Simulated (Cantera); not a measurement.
Charge: 1 mol CH3F, 8.7 mol H2, equilibrated at 3.90 Pa.

Equilibrium computed with Cantera from the NASA thermochemical tables; the gas is ideal and each condensed phase is pure. Candidate condensed phases: C, C6H6, C7H8, C8H18; 110 gas species. Ions and electrons are included (thermal ionisation). Equilibrium is a limit: real reactors are often held back by kinetics, nucleation or transport.

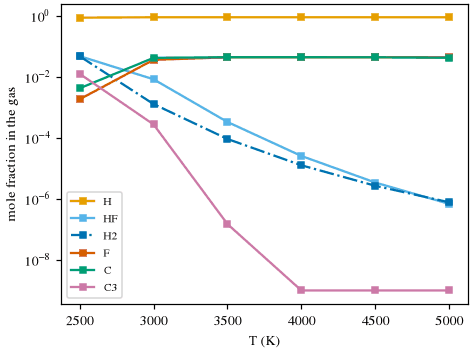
Figure. Equilibrium gas composition (values under 1e-9 drawn at 1e-9)

At 2500 K the condensed part is C(graphite). From 3000 K to 5000 K nothing is condensed. The main C-bearing gas is C3 at 2500 K and C at 5000 K.
